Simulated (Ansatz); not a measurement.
```xyz
15

N    -1.9561   -0.2810    1.5743
B    -1.0287   -0.6156    0.5739
C     0.2569    0.2403    0.2819
Si    1.8291   -0.8099    0.2424
Sn   -0.0480    1.2004   -1.6716
H    -1.8592    0.5298    2.1879
H    -2.7917   -0.8344    1.7616
H    -1.2687   -1.6191   -0.0844
H     0.3962    1.0805    0.9991
H     3.0460    0.0326   -0.0512
H     1.7301   -1.8727   -0.8203
H     2.0619   -1.4951    1.5664
H     1.3882    2.0576   -2.1225
H    -0.4169    0.0146   -2.8718
H    -1.3611    2.3212   -1.5365
```

Core potentials replace the inner electrons of Sn.

These are results of RKS PBE/def2-SVP in Ansatz, not measurements.

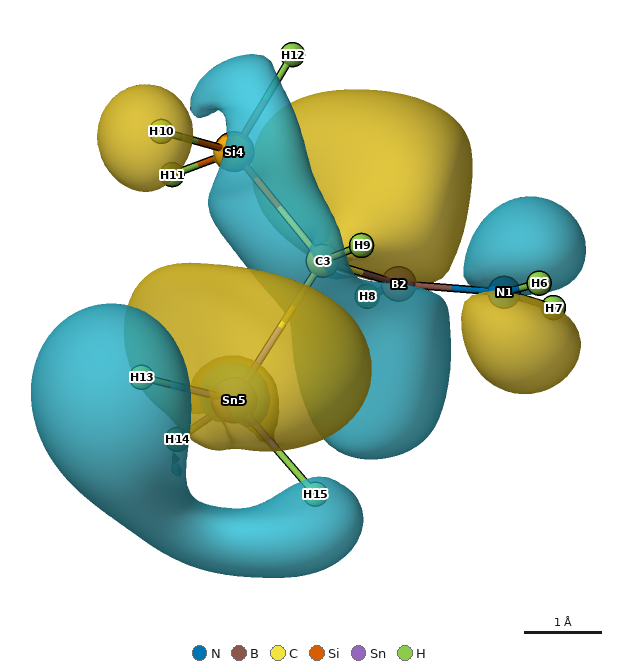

CH₁₀BNSiSn (SMILES NB[CH]([SiH3])[SnH3]). The LUMO at ±0.06 Å⁻³ᐟ² (yellow and cyan are the two phases), seen at a tilt.

### Describe this orbital and give its energy.

Its weight (Hirshfeld) is mainly on B2 (about 25 %), Sn5 (about 25 %), N1 (about 10 %), C3 (about 10 %), H13 (about 10 %) and Si4 (about 5 %). Its energy is −0.85 eV.
